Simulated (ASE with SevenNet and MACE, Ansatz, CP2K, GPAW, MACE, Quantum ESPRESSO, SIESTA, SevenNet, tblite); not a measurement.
## Running Ta2H10C4Cl8O3 (P2_1/c) (108 atoms) with machine-learned potentials

Wanted: machine-learned potentials inputs and outputs for Ta2H10C4Cl8O3 (P2_1/c) (108 atoms), checked against a plane-wave reference.

Calculated with ASE with SevenNet and MACE; the method is named at each step.

**1. The starting structure**

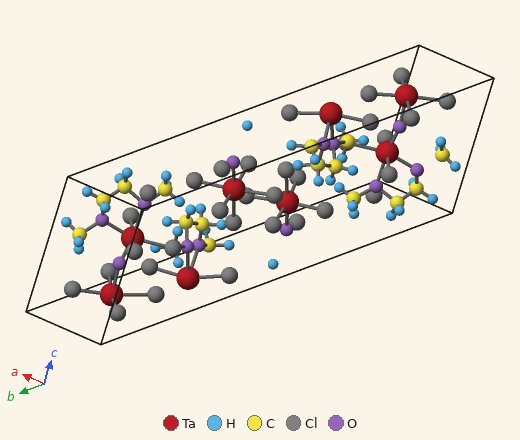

The starting structure, seen from a free direction (tantalum red, hydrogen blue, carbon yellow, chlorine grey, oxygen purple). Bonds to atoms that aren't drawn are left out.

The cell holds 108 atoms: 8 Ta, 40 H, 16 C, 32 Cl and 12 O. Its edges and angles: a = 6.639 Å, b = 26.008 Å, c = 10.653 Å, α = 90.0°, β = 114.3°, γ = 90.0°. It derives from Ta2H10C4Cl8O3 (P2_1/c), repeated 1×1×1. Ta2H10C4Cl8O3, space group P2_1/c, structure from the Crystallography Open Database, 1 x 1 x 1 conventional cells; every coordinate displaced by a Gaussian of 0.02 Å; bonds to H set to neutron lengths (C-H 1.089, N-H 1.015, O-H 0.983, B-H 1.19 Å) where the listed ones are shorter. Then every atom was moved at random, 0.05 Å r.m.s. a Cartesian component (hydrogen 0.6 of that).

The yardstick, on the same geometry:

* method: Kohn-Sham DFT, PBE, PAW, plane waves (Ansatz 0.2.0); cutoff 420 eV, Γ point, fermi-dirac smearing of 0.05 eV; PAW set soft_2
* r.m.s. force component: 1.993 eV/Å
* longest force: 11.93 eV/Å
* pressure: 4.276 GPa
* gap (highest filled to lowest empty level): 2.143 eV
* SCF cycles: 11
* time: 25 s on 4 threads of Arm Neoverse V1, shared host
* CPU time: 97 s

**2. SevenNet l3i5 potential**

Method: machine-learned interatomic potential SevenNet l3i5, trained on PBE(+U) plane-wave data.

The input, run.py:

```python
import numpy as np
from ase.io import read
import mlip  # loads the published weights by name

atoms = read("structure.xyz")
atoms.calc = mlip.calc("7net-l3i5")
energy = atoms.get_potential_energy()
forces = atoms.get_forces()
print(f"energy {energy:.6f} eV")
print("forces (eV/A)")
for i, (a, f) in enumerate(zip(atoms, forces)):
    print(f"{i:4d} {a.symbol:2s} {f[0]:10.5f} {f[1]:10.5f} {f[2]:10.5f}")
stress = -atoms.get_stress(voigt=False) * 160.21766
print("stress (GPa, compression positive)")
for row in stress:
    print(" ".join(f"{x:10.4f}" for x in row))
```

The input, structure.xyz:

```xyz
108
Lattice="6.63880 0.00000 0.00000 0.00000 26.00830 0.00000 -4.37581 0.00000 9.71248" Properties=species:S:1:pos:R:3 pbc="T T T"
Ta 2.20627 23.28445 1.57196
Ta 2.16407 10.20228 3.22406
Ta 0.12604 2.81748 8.11808
Ta -0.04897 15.81383 6.44180
Ta 1.19490 22.35491 5.08847
Ta -1.06461 9.32189 9.41741
Ta 1.11759 3.61775 4.56292
Ta 3.32022 16.76937 0.21125
H 1.74428 25.85017 5.77611
H -1.70709 12.80779 8.73599
H 0.55233 0.18830 3.87722
H 3.92276 13.18829 0.95037
H 2.87864 24.95704 4.71240
H 1.54720 11.96668 0.11694
H -0.61759 1.07388 4.95327
H 0.66750 14.04864 9.62536
H 3.42626 25.33286 6.33759
H -3.31016 12.43665 8.22113
H -1.15616 0.54071 3.42054
H 5.59578 13.54096 1.49902
H 0.84497 24.53181 7.77795
H -0.61589 11.54352 6.77416
H 1.43854 1.55348 1.93230
H 2.91741 14.45775 2.92278
H 2.43282 24.51412 8.27105
H -2.40327 11.53312 6.33730
H -0.18782 1.52903 1.41550
H 4.62841 14.56647 3.42559
H 2.44930 22.09093 8.32126
H -2.45308 9.04855 6.23522
H -0.11500 3.92465 1.43453
H 4.62606 17.04870 3.41209
H 1.12043 22.58301 9.23511
H -1.00893 9.54635 5.33604
H 1.23007 3.47471 0.56973
H 3.21104 16.42502 4.37217
H 1.03493 19.84901 7.64382
H -0.90777 6.90963 6.95093
H 1.28932 6.17255 1.97396
H 3.24363 19.09477 2.85178
H -0.66027 20.30728 7.27436
H 0.72464 7.23291 7.39168
H 2.93476 5.77098 2.50572
H 1.52905 18.85108 2.35838
H -0.04055 20.69480 8.80378
H 0.17151 7.67947 5.77193
H 2.30110 5.30335 0.93240
H 2.06559 18.35900 3.99125
C 2.51919 25.14274 5.78165
C -2.60451 12.07773 8.70899
C -0.37330 0.80730 3.98387
C 4.74827 14.00105 0.95678
C 1.70426 23.93804 7.77465
C -1.55532 10.83610 6.88683
C 0.48775 2.13008 2.05574
C 3.86564 15.12903 2.86810
[... 48 atom lines left out ...]
O 0.63809 21.81680 7.20316
O -0.58599 8.89744 7.25581
O 1.65917 4.10801 2.45124
O 2.81671 17.11190 2.42220
```

On the command line:

```console
$ OMP_NUM_THREADS=1 python run.py > output.txt
```

Log:

```text
energy -578.141846 eV
forces (eV/A)
   0 Ta   -0.14304   -2.07030    0.96586
   1 Ta    2.59726   -0.28056    0.60945
   2 Ta   -1.59693   -2.19069    0.05436
   3 Ta    0.41588   -0.60461   -0.55552
   4 Ta   -2.90803   -1.83097    3.81187
   5 Ta    1.27713   -0.14861   -1.27337
   6 Ta    0.93538    2.48715   -0.08956
   7 Ta   -1.25474   -0.41039    3.98573
   8 H    -1.00613    1.10106    0.41483
   9 H    -1.17836   -0.99204   -0.34707
  10 H    -0.81467    0.32228    0.08402
  11 H     0.98403    0.77478    0.07570
  12 H    -0.69061   -0.25273    1.26553
  13 H    -0.10101   -0.12157   -1.56546
  14 H    -0.43817    0.52219    1.98562
  15 H     0.14103    0.66375   -0.29240
  16 H     0.15010    0.68788    0.44696
  17 H    -6.34168    2.35421   -4.77444
  18 H    -2.76087   -0.83217   -2.28924
  19 H    -0.09721    0.49849    0.26115
  20 H    -2.05031    0.93583    0.65337
  21 H    -1.27896   -1.66781    0.63677
  22 H    -0.15093    0.29623    0.31538
  23 H     1.11669    1.20306    0.07336
[...]
100 O     1.54904    0.42406   -3.55146
 101 O    -0.65648    1.92041   -0.68471
 102 O    -2.26638   -2.51571    3.22078
 103 O    -0.46237    4.07787    0.86133
 104 O     1.08007    1.56053    2.85962
 105 O     0.37629   -2.10790    0.68120
 106 O    -0.95407    0.53098    0.02020
 107 O     0.15367   -0.07753    0.58489
stress (GPa, compression positive)
    3.2683    -1.0870    -0.0828
   -1.0870     2.8326     0.2355
   -0.0828     0.2355     4.2085
```

Wall time 15 s (1 thread of Arm Neoverse V1, shared host); peak memory 1.6 GiB.

Banners, paths, timers and routine set-up lines are dropped from the logs unmarked, and long logs keep their key lines alone; longer cuts are marked.

Against the reference:

```
r.m.s. force component                  : 1.922 eV/Å
r.m.s. difference of force components   : 182.2 meV/Å
longest difference of force vectors     : 1203 meV/Å
force difference over r.m.s. force      : 9.142 %
slope of forces against the reference's : 0.9609
correlation of force components         : 0.9963
pressure                                : 3.437 GPa
pressure difference                     : -0.8399 GPa
```

Length of the force difference by element (eV/Å):

```csv
element,atoms,mean,most
C,16,0.36,0.65
Cl,32,0.23,0.41
H,40,0.12,0.43
O,12,0.42,0.80
Ta,8,0.51,1.2
```

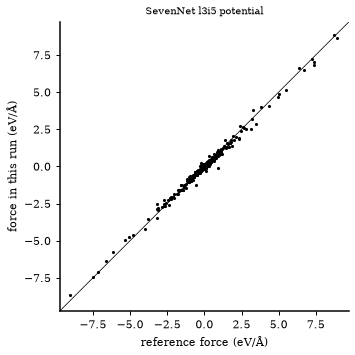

Force components against those of the reference; the line marks equality.

The surroundings of Ta7, one of the 8 Ta atoms, nearest first, numbered as they follow in the input and with coordinates relative to it.

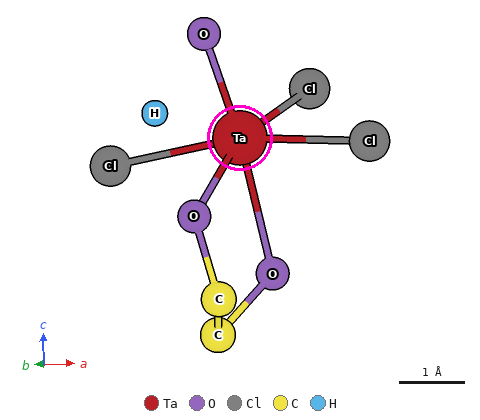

The atoms of the table, within 3.1 Å (arrows a, b, c point along x, y, z); some may hide others; the central atom is ringed.

```csv
atom,x,y,z,distance (Å),bonds,Fx,Fy,Fz (eV/Å)
Ta7,0.00,0.00,0.00,0.00,6,0.94,2.49,-0.09
O99,-0.61,-0.51,1.62,1.81,2,-0.11,-0.69,0.22
O103,-0.96,-1.34,-1.21,2.04,3,-2.27,-2.52,3.22
O107,0.54,0.49,-2.11,2.23,3,-0.95,0.53,0.02
Cl87,1.81,-1.37,-0.10,2.28,1,0.79,-0.65,0.13
Cl91,-1.82,1.40,-0.38,2.33,1,-0.21,0.27,0.01
Cl95,1.40,1.83,0.76,2.42,1,-0.73,-0.86,-0.29
C55,-0.63,-1.49,-2.51,2.98,4,1.40,-3.45,-2.80
C59,-0.45,-0.19,-3.05,3.09,4,8.81,-0.85,-0.57
H15,-1.74,-2.54,0.39,3.10,1,-0.44,0.52,1.99
```

Atoms are counted from 1 here, from 0 in the log.

Forces lie 9.1 % from the reference's, at 0.11 times its CPU time (on 1 against 4 cores).

**3. SevenNet 0 potential**

Method: machine-learned interatomic potential SevenNet 0, trained on PBE(+U) plane-wave data.

Edit run.py of step 2 so:

```diff
@@ -5,3 +5,3 @@
 atoms = read("structure.xyz")
-atoms.calc = mlip.calc("7net-l3i5")
+atoms.calc = mlip.calc("7net-0")
 energy = atoms.get_potential_energy()
```

structure.xyz is that of step 2.

Log:

```text
energy -577.609436 eV
forces (eV/A)
   0 Ta   -0.00502   -1.74042    0.90873
   1 Ta    2.12327   -0.12788    0.46052
   2 Ta   -1.39617   -1.80809   -0.15076
   3 Ta    0.40166   -0.49720   -0.51495
   4 Ta   -2.72938   -1.73532    4.23698
   5 Ta    1.23442   -0.11176   -1.89822
   6 Ta    0.52163    1.81289   -0.69661
   7 Ta   -1.29780   -0.22839    4.25205
   8 H    -1.04117    1.10114    0.44425
   9 H    -1.13357   -0.95702   -0.45755
  10 H    -0.94713    0.27736    0.09090
  11 H     0.99896    0.83229    0.16068
  12 H    -0.65376   -0.12129    1.17077
  13 H    -0.14498   -0.17062   -1.52868
  14 H    -0.45852    0.30024    2.00596
  15 H     0.13112    0.66888   -0.21327
  16 H     0.07934    0.70281    0.39894
  17 H    -6.54366    2.57606   -4.80067
  18 H    -2.83296   -1.05918   -2.27317
  19 H    -0.22098    0.57392    0.21199
  20 H    -2.13638    1.06147    0.61649
  21 H    -1.03916   -1.46674    0.59399
  22 H    -0.13802    0.01637    0.32721
  23 H     1.02911    1.05724   -0.00328
[...]
100 O     1.44168    0.73353   -3.21803
 101 O    -0.49066    1.53057   -0.79566
 102 O    -2.18888   -2.09894    3.51048
 103 O    -0.58581    3.83621    1.27809
 104 O     0.79209    1.30105    2.75881
 105 O     0.67544   -2.60531    0.33227
 106 O    -0.77397    0.83585   -0.27604
 107 O     0.04711    0.13036    0.74547
stress (GPa, compression positive)
    3.6408    -1.1183    -0.3035
   -1.1183     2.8970     0.1748
   -0.3035     0.1748     4.6524
```

The job ended after 13 s (1 thread; peak memory 1 GiB).

Compared with the plane-wave run:

```
r.m.s. force component                  : 1.904 eV/Å
r.m.s. difference of force components   : 268.1 meV/Å
longest difference of force vectors     : 2149 meV/Å
force difference over r.m.s. force      : 13.45 %
slope of forces against the reference's : 0.9473
correlation of force components         : 0.9916
pressure                                : 3.73 GPa
pressure difference                     : -0.5463 GPa
```

Against the first run (9.1 %), the force difference from the reference is 13 %, at 0.80 times the CPU time.

**4. MACE MP-0b3 medium potential**

Method: machine-learned interatomic potential MACE MP-0b3 medium, trained on PBE(+U) plane-wave data.

Edit run.py of step 3 so:

```diff
@@ -5,3 +5,3 @@
 atoms = read("structure.xyz")
-atoms.calc = mlip.calc("7net-0")
+atoms.calc = mlip.calc("mace-mp-0b3-medium")
 energy = atoms.get_potential_energy()
```

structure.xyz is that of step 3.

Log:

```text
energy -575.714933 eV
forces (eV/A)
   0 Ta    0.06349   -1.78140    0.51317
   1 Ta    2.33125   -0.16819    0.83726
   2 Ta   -1.82589   -2.33021    0.25925
   3 Ta    0.52737   -0.57060   -0.89447
   4 Ta   -2.90742   -1.86102    3.40431
   5 Ta    1.20908    0.02810   -0.69007
   6 Ta    0.61938    2.23609    0.69806
   7 Ta   -1.16389   -0.39936    3.63945
   8 H    -1.01370    1.10759    0.42670
   9 H    -1.11970   -0.91443   -0.46057
  10 H    -0.84853    0.26219    0.07211
  11 H     0.86789    0.84861    0.21663
  12 H    -0.72653   -0.15217    1.22643
  13 H    -0.15254   -0.03531   -1.59973
  14 H    -0.46050    0.34323    2.03188
  15 H     0.08727    0.73077   -0.36160
  16 H     0.07547    0.70790    0.37942
  17 H    -6.55181    2.57815   -4.86671
  18 H    -2.87173   -1.04301   -2.28044
  19 H    -0.22090    0.53077    0.23431
  20 H    -2.04588    0.95579    0.55380
  21 H    -1.23631   -1.65856    0.60376
  22 H    -0.13527    0.17822    0.30766
  23 H     1.11035    1.20082   -0.05488
[...]
100 O     1.34351    0.68271   -3.52380
 101 O    -0.41773    1.88848   -0.73603
 102 O    -2.22250   -2.60955    3.84864
 103 O    -0.85628    4.11041    1.08042
 104 O     1.09001    1.08097    3.06278
 105 O     0.36760   -2.59264    0.36284
 106 O    -0.96700    0.88919   -0.28358
 107 O     0.38515   -0.04137    0.78446
stress (GPa, compression positive)
    4.1109    -1.1264    -0.0492
   -1.1264     3.2473     0.2923
   -0.0492     0.2923     5.5537
```

It took 9.3 s on 1 thread; peak memory 1.2 GiB.

Numbers from this run, and their distance from the reference:

```yaml
r_m_s_force_component: 1.961 eV/Å
r_m_s_difference_of_force_components: 185.9 meV/Å
longest_difference_of_force_vectors: 1002 meV/Å
force_difference_over_r_m_s_force: 9.331 %
slope_of_forces_against_the_reference_s: 0.9797
correlation_of_force_components: 0.9957
pressure: 4.304 GPa
pressure_difference: 0.0276 GPa
```

Against the first run (9.1 %), the force difference from the reference is 9.3 %, at 0.80 times the CPU time.

**5. The ladder**

Differences are against the plane-wave reference, forces as r.m.s. over components; share is that over the reference's r.m.s. force, slope the least-squares factor from reference forces to these. Total energies of different programs have different zeros and aren't compared.

```csv
run,"Δ force, r.m.s. (meV/Å)",share (%),slope,Δ pressure (GPa),cores,CPU time,memory (GiB)
reference,-,-,-,-,4,97 s,2.1
SevenNet l3i5 potential,182,9.14,0.961,-0.840,1,10 s,1.6
SevenNet 0 potential,268,13.5,0.947,-0.546,1,8.1 s,1.0
MACE MP-0b3 medium potential,186,9.33,0.980,0.0276,1,8.1 s,1.2
```

Times of the machine-learned potentials are mostly Python's start and the loading of weights.

CPU time is summed over cores on a shared host, where runs went side by side, so it is rough. Symmetry, cutoffs, thresholds, outputs and thread counts weren't matched or tuned between programs; memory under MPI is the largest rank's times the ranks.

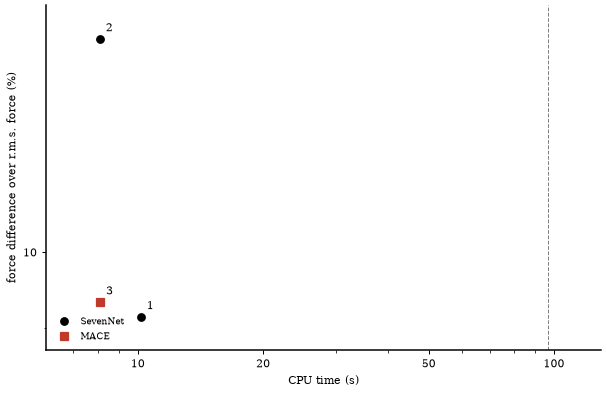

Force difference against CPU time; the dashed line marks the reference's time. Points: 1 SevenNet l3i5 potential; 2 SevenNet 0 potential; 3 MACE MP-0b3 medium potential.

**6. Summary of results**

```yaml
nearest_in_forces: SevenNet l3i5 potential, 9.1 %
its_cpu_time: 10 s
```

In words: Machine-learned potentials differ by 9.1 % (SevenNet l3i5 potential) to 13 % (SevenNet 0 potential); they were trained on other programs' data. Machine-learned potentials mimic data converged in k, so the reference's own k-point error enters their differences. The reference's PBE has no dispersion term, which matters for the binding between molecules or layers. The published positions, changed by the recipe (random displacements or longer bonds to H), lie far from the minimum at this level of theory. The reference's pressure of 4.3 GPa belongs to a cell and atoms that aren't relaxed at this level. The electronic-structure runs sample only Γ, in a cell whose shortest periodic width is 6 Å. Spin–orbit coupling is left out, which matters for the levels of the heavy elements.

[Also dropped from logs without a mark: logging warnings of Python, and SIESTA's first energy breakdown and zero terms.]

[Logs are printed without paths, hosts, clocks, repeated set-up lines and the standing remarks that a program may print on its own settings, such as how far it seeks lower states.]

[Hosts, paths, dates, database ids (printed as entryN), source tags and the programs' standing remarks are cut or masked in the printed files.]
